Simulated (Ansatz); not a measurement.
C2H6FNOSi: several calculations on one system

## 1. Relaxation

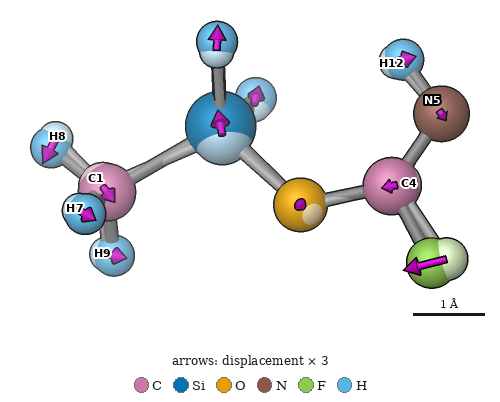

This is a relaxation of C$_{2}$H$_{6}$FNOSi. The starting structure is drawn faded, the final one solid; purple arrows show the displacements, 3 times their true length. The two geometries are superimposed by the best rigid fit.

The picture is a ball-and-stick view, seen at a tilt.

The run prepares an end point of a later path (torsion) calculation, from a guessed geometry.

The calculation used RKS B3LYP-D4/cc-pVDZ in Ansatz. Settings: no spin polarisation; force threshold 0.015 eV/Å; at most 40 steps.

Q: What did the optimiser do to the structure, and how much energy did it gain?

A: After 5 accepted moves (7 points after the start) the energy has fallen by 0.456 eV. The largest force component goes from 3.3 to 0.011 eV/Å. The line search rejected the trial steps at points 3, 5 of the run. The F atom moves most after the best rigid fit: 0.22 Å. By element the largest moves are F 0.22 Å, Si 0.14 Å, H 0.14 Å, C 0.11 Å, N 0.07 Å, O 0.07 Å. Some distances before and after: C–H 1.035 → 1.102 Å, O–Si 1.665 → 1.728 Å, C–F 1.389 → 1.335 Å, C–H 1.151 → 1.101 Å. Among the angles between lasting bonds that change: C–Si–O 115.1° → 104.9°, C–Si–H 107.8° → 113.2°, C–Si–H 109.2° → 113.2°. The run took 23 s on 2 threads of Intel(R) Xeon(R) Platinum 8488C (Sapphire Rapids) (shared host), peak memory 0.3 GiB.

## 2. Relaxation

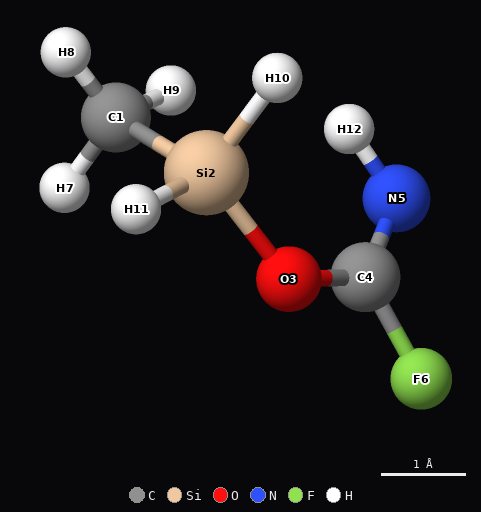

Starting structure of C2H6FNOSi. Style: ball-and-stick. Shown from a free direction.

The run prepares an end point of a later path (torsion) calculation, from a guessed geometry.

The calculation used Ansatz 0.2.0, RKS B3LYP-D4/cc-pVDZ.

Input file:
```yaml
crystal:
  periodic: [false, false, false]
  atoms:
    - { symbol: C, position_ang: [-0.5959, -1.8006, 1.0901] }
    - { symbol: Si, position_ang: [0.2509, -0.519, 0.0482] }
    - { symbol: O, position_ang: [-0.5614, 0.9283, -0.0894] }
    - { symbol: C, position_ang: [-0.96669, 1.71491, 0.97466] }
    - { symbol: "N", position_ang: [-0.71716, 1.60928, 2.17726] }
    - { symbol: F, position_ang: [-1.62694, 2.85728, 0.5404] }
    - { symbol: H, position_ang: [-1.6053, -1.9725, 0.6651] }
    - { symbol: H, position_ang: [-0.0524, -2.6809, 1.1284] }
    - { symbol: H, position_ang: [-0.7839, -1.3751, 2.1425] }
    - { symbol: H, position_ang: [1.6043, -0.2705, 0.6399] }
    - { symbol: H, position_ang: [0.4588, -1.0536, -1.2944] }
    - { symbol: H, position_ang: [-0.24453, 0.73315, 2.37818] }
basis:
  gaussian: { orbitals: cc-pVDZ }
hamiltonian:
  xc: b3lyp
  dispersion: d4
relax:
  f_tol: 0.015
  max_steps: 40
```

Command:
```bash
ansatz run input.yaml --threads 2 --pin off --max-ram 3072MiB --backend cpu --events-out ev --progress --plain --runs-dir out
```

Question: Where does the relaxation end?

Answer: Over 9 accepted moves (10 points after the start) the energy falls by 10.4 kcal/mol. The largest force component goes from 3 to 0.012 eV/Å. The line search rejected the trial step at point 4 of the run. The atom that moves furthest after the best rigid fit is H12 (0.56 Å). Largest moves by element: H 0.56 Å, F 0.41 Å, N 0.22 Å, C 0.13 Å, Si 0.08 Å, O 0.06 Å. Near-neighbour distances that change, for instance: C1–H8 1.035 → 1.103 Å, Si2–O3 1.665 → 1.729 Å, C4–F6 1.389 → 1.334 Å, C1–H9 1.151 → 1.102 Å. Among the angles between lasting bonds that change: C1–Si2–O3 115.1° → 109.3°, O3–Si2–H11 108.2° → 102.9°, C1–Si2–H11 109.2° → 113.5°.

Step by step:

| step | E − E(0), kcal/mol | largest force component, eV/Å | note |
| --- | --- | --- | --- |
| 0 | 0.00 | 3.0358 |  |
| 1 | -7.60 | 1.7036 |  |
| 2 | -9.45 | 0.8282 |  |
| 3 | -9.64 | 0.6383 |  |
| 4 | -6.62 | 1.0878 | rejected |
| 5 | -10.36 | 0.1678 |  |
| 6 | -10.41 | 0.0376 |  |
| 7 | -10.42 | 0.0211 |  |
| 8 | -10.42 | 0.0338 |  |
| 9 | -10.42 | 0.0461 |  |
| 10 | -10.42 | 0.0116 |  |

Final geometry:

```xyz
12

C    -0.7184   -1.8148    1.0457
Si    0.2987   -0.5579    0.0992
O    -0.6035    0.9101   -0.0503
C    -0.9430    1.6903    0.9839
N    -0.5445    1.7452    2.1796
F    -1.8852    2.5428    0.5761
H    -1.6547   -2.0387    0.5105
H    -0.1523   -2.7533    1.1670
H    -0.9726   -1.4324    2.0471
H     1.5835   -0.2501    0.8000
H     0.5474   -0.9413   -1.3157
H     0.2043    1.0707    2.3578
```

The end point in the same view:

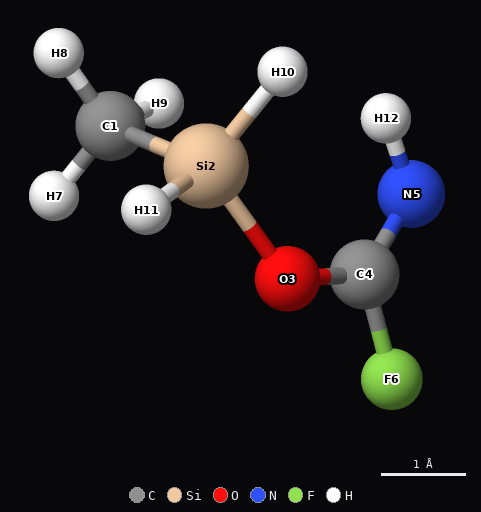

## 3. Path

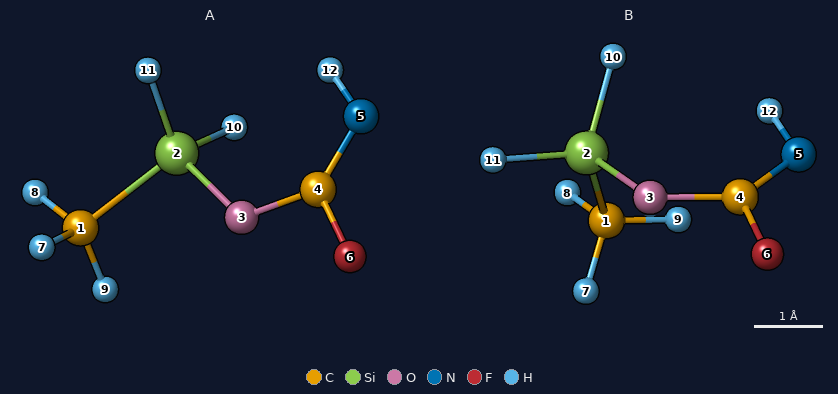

The two relaxed end points of a path for C₂H₆FNOSi. Style: ball-and-stick. Shown at a tilt.

Theory: RKS B3LYP-D4/cc-pVDZ in Ansatz 0.2.0.

Input
```yaml
crystal:
  periodic: [false, false, false]
  atoms:
    - { symbol: C, position_ang: [-0.660915, -1.715074, 1.093599] }
    - { symbol: Si, position_ang: [0.374933, -0.586925, 0.025247] }
    - { symbol: O, position_ang: [-0.517618, 0.890104, -0.058433] }
    - { symbol: C, position_ang: [-0.126919, 1.981537, -0.730081] }
    - { symbol: "N", position_ang: [0.887797, 2.237207, -1.43308] }
    - { symbol: F, position_ang: [-1.054244, 2.927051, -0.563899] }
    - { symbol: H, position_ang: [-1.649863, -1.878719, 0.637517] }
    - { symbol: H, position_ang: [-0.164074, -2.692295, 1.209392] }
    - { symbol: H, position_ang: [-0.803795, -1.27601, 2.093415] }
    - { symbol: H, position_ang: [1.713484, -0.282787, 0.616412] }
    - { symbol: H, position_ang: [0.55354, -1.097631, -1.368011] }
    - { symbol: H, position_ang: [1.524674, 1.438443, -1.488078] }
basis:
  gaussian: { orbitals: cc-pVDZ }
hamiltonian:
  xc: b3lyp
  dispersion: d4
neb:
  order_check: false
  images: 5
  f_tol: 0.05
  max_iterations: 60
  initial_path: idpp
  final_atoms:
    - { symbol: C, position_ang: [-0.4475708, -1.27640581, 1.03770243] }
    - { symbol: Si, position_ang: [0.34020432, -0.8733875, -0.61366676] }
    - { symbol: O, position_ang: [-0.35277806, 0.58383761, -1.23597057] }
    - { symbol: C, position_ang: [-0.20763282, 1.78664474, -0.66518893] }
    - { symbol: "N", position_ang: [0.58163468, 2.22437752, 0.21622233] }
    - { symbol: F, position_ang: [-1.10926109, 2.61536562, -1.19540217] }
    - { symbol: H, position_ang: [-1.53196635, -1.43219311, 0.92274641] }
    - { symbol: H, position_ang: [-0.00561747, -2.19435268, 1.45977102] }
    - { symbol: H, position_ang: [-0.287864, -0.45473744, 1.75388859] }
    - { symbol: H, position_ang: [1.81669938, -0.67330993, -0.48438631] }
    - { symbol: H, position_ang: [0.03283455, -1.86803988, -1.67536121] }
    - { symbol: H, position_ang: [1.24831765, 1.50710187, 0.51364518] }
```

Run as
```bash
ansatz run input.yaml --threads 2 --pin off --max-ram 3072MiB --backend cpu --events-out ev --progress --plain --runs-dir out
```

**What barrier does the band find between them, and by what path?**

The two ends have nearly the same energy, and the highest point, image 3, lies 3.64 kJ/mol above the start. The motion is a rotation about the Si2–O3 bond by about 115°. No bond forms or breaks between the ends. Among the angles between lasting bonds that change up to the highest image: Si2–O3–C4 124.8° → 129.1°, C1–Si2–O3 104.9° → 107.1°. The band converged in 6 iterations. The largest component of the band force went from 1.1 to 0.046 eV/Å. The climbing image converged on the top of the path. Its vibrational analysis gives one imaginary mode (52i cm⁻¹), as a transition state must have.

Energies of the converged images:

| image | path (Å) | E (kJ/mol) |
| --- | --- | --- |
| 0 | 0.00 | 0.00 |
| 1 | 0.68 | 0.64 |
| 2 | 1.35 | 2.41 |
| 3 | 2.03 | 3.64 |
| 4 | 2.68 | 2.86 |
| 5 | 3.33 | 1.03 |
| 6 | 3.99 | -0.13 |

The geometry at the top of the path:

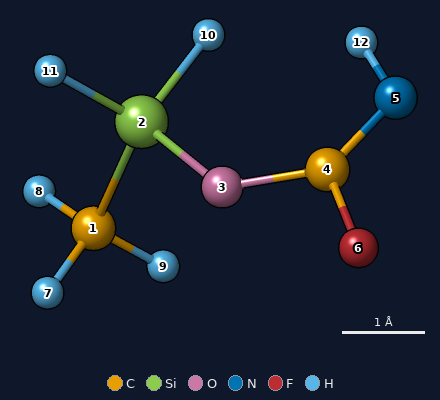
